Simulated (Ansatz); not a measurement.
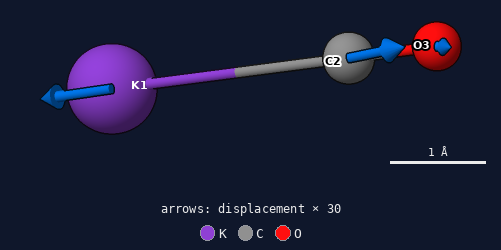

This is a relaxation of KCO (charge +1). The starting structure is drawn; blue arrows show the displacements, 30 times their true length. The two geometries are superimposed by the best rigid fit.

Style: ball-and-stick. Shown from a free direction.

Theory: RKS PBE0-D4/def2-TZVP (Ansatz). Set-up: force threshold 0.005 eV/Å; at most 200 steps.

Q: What did the optimiser do to the structure, and how much energy did it gain?

A: The largest move after the best rigid fit is that of K1, 0.031 Å. By element the largest moves are K 0.031 Å, C 0.025 Å, O 0.007 Å. Some distances before and after: K1–C2 3.050 → 3.106 Å, C2–O3 1.135 → 1.117 Å. Over 4 geometry steps the energy falls by 0.022 eV. Largest force component: 2.3 eV/Å at the start, 0.00055 eV/Å at the end. Cost: 5.5 s on 2 threads of Arm Neoverse V2, with other jobs on the host.
